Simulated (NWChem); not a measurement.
# HCN (hydrogen cyanide) at 3 levels

Aim: a comparison of 3 runs (HF/STO-3G, HF/3-21G, CCSD(T)/cc-pVTZ) of HCN (hydrogen cyanide). 

The results are computed with NWChem 7.3.0.

### 1 Starting point

HCN has 3 atoms, charge 0, and is taken as a singlet. As SMILES, `C#N`. Geometry: relaxed at PBE0-D4/def2-TZVP.

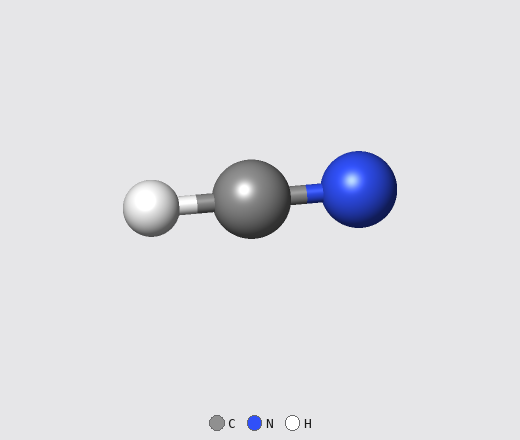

The structure, seen from a chosen angle (carbon grey, nitrogen blue, hydrogen white).

### 2 Energy and gradient at HF/STO-3G (run 1)

The input, chn.nw:

```
start chn
memory total 2200 mb

geometry units angstroms noautosym nocenter noautoz
  C       -0.005600      -0.024400      -0.005600
  N        0.252000       1.061000       0.255200
  H       -0.246400      -1.036600      -0.249500
end

basis "ao basis" spherical bse
  * library STO-3G
end

scf
  thresh 1e-08
  maxiter 80
  print medium
end

task scf gradient
```

On the command line:

```sh
$ nwchem chn.nw > chn.out
```

The program printed:

```text
[...]
  functions       =    11
[...]
  wavefunction    = RHF
[...]
         Total SCF energy =    -91.675038015106
      One-electron energy =   -171.862042438032
      Two-electron energy =     56.142834107302
 Nuclear repulsion energy =     24.044170315625
        Time for solution =      0.1s
[...]
                         RHF ENERGY GRADIENTS
    atom               coordinates                        gradient
                 x          y          z           x          y          z
   1 C      -0.010582  -0.046109  -0.010582    0.005365   0.022380   0.005441
   2 N       0.476211   2.004999   0.482258   -0.005546  -0.023261  -0.005620
   3 H      -0.465628  -1.958890  -0.471487    0.000182   0.000881   0.000179
[...]
```

It took 0.66 s on 1 thread of Intel Xeon Platinum 8488C (Sapphire Rapids), shared host; peak memory 0.1 GiB.

### 3 Energy and forces at HF/3-21G (run 2)

The input, chn.nw:

```
start chn
memory stack 880 mb heap 220 mb global 1100 mb

geometry noautosym nocenter noautoz
  C       -0.005600      -0.024400      -0.005600
  N        0.252000       1.061000       0.255200
  H       -0.246400      -1.036600      -0.249500
end

basis spherical bse
  * library 3-21G
end

scf
  thresh 1e-08
  maxiter 80
end

task scf gradient
```

On the command line:

```sh
$ nwchem chn.nw > chn.out
```

The program printed:

```text
[...]
  functions       =    20
[...]
  wavefunction    = RHF
[...]
         Total SCF energy =    -92.353632241349
      One-electron energy =   -172.029968816029
      Two-electron energy =     55.632166259055
 Nuclear repulsion energy =     24.044170315625
        Time for solution =      0.1s
[...]
                         RHF ENERGY GRADIENTS
    atom               coordinates                        gradient
                 x          y          z           x          y          z
   1 C      -0.010582  -0.046109  -0.010582   -0.001858  -0.008091  -0.001870
   2 N       0.476211   2.004999   0.482258    0.005226   0.022129   0.005286
   3 H      -0.465628  -1.958890  -0.471487   -0.003368  -0.014039  -0.003416
[...]
```

Wall time 0.7 s (1 thread of Intel Xeon Platinum 8488C (Sapphire Rapids), shared host); peak memory 0.1 GiB.

### 4 The energy at CCSD(T)/cc-pVTZ (run 3)

The input, chn.nw:

```
start chn
memory total 2200 mb

geometry units angstroms noautosym nocenter noautoz
C     -0.005600    -0.024400    -0.005600
N      0.252000     1.061000     0.255200
H     -0.246400    -1.036600    -0.249500
end

basis spherical bse
* library cc-pVTZ
end

scf
nopen 0
rhf
thresh 1e-08
maxiter 80
end

ccsd
freeze core 2
maxiter 60
end

task ccsd(t) energy
```

On the command line:

```sh
$ nwchem chn.nw > chn.out
```

The program printed:

```text
[...]
  functions       =    74
[...]
  wavefunction    = RHF
[...]
         Total SCF energy =    -92.908964399314
      One-electron energy =   -172.890475076798
      Two-electron energy =     55.937340361859
 Nuclear repulsion energy =     24.044170315625
        Time for solution =      6.8s
[...]
 Total MP2 energy:            -93.252658297981782
[...]
             energy      energy      error      ampl     ampl      Block
                                                time     time      time
[...]
 Total CCSD energy:            -93.257120840159246
[...]
 Total CCSD+T(CCSD) energy:            -93.275549626817863
[...]
 Total CCSD(T) energy:                 -93.274758431657744
[...]
```

Wall time 36 s (1 thread of Intel Xeon Platinum 8488C (Sapphire Rapids), shared host); peak memory 0.14 GiB.

### 5 The series

```tsv
run	level	task	module	energy (Eh)	dipole moment (D)	HOMO energy (eV)	LUMO energy (eV)	wall time
1	HF/STO-3G	gradient	scf	-91.675038	2.46	-12.13	9.60	0.66 s
2	HF/3-21G	gradient	scf	-92.353632	3.07	-13.51	5.73	0.7 s
3	CCSD(T)/cc-pVTZ	energy	ccsd(t)	-93.274758	–	-13.55	3.86	36 s
```

### 6 Results

| quantity | value |
| --- | --- |
| run 3: total energy | -93.27476 Eh |
| run 3: HOMO energy (Hartree–Fock orbitals) | -13.55 eV |
| run 3: LUMO energy (Hartree–Fock orbitals) | 3.86 eV |
| run 3: HOMO–LUMO gap (Hartree–Fock orbitals) | 17.41 eV |
| run 3: correlation energy (2 core orbitals frozen) | -365.8 mEh |
| run 3: (T) correction | -17.64 mEh |

In words: In run 1 the basis is minimal, so the values are rough. All runs together took 38 s, the longest 36 s.
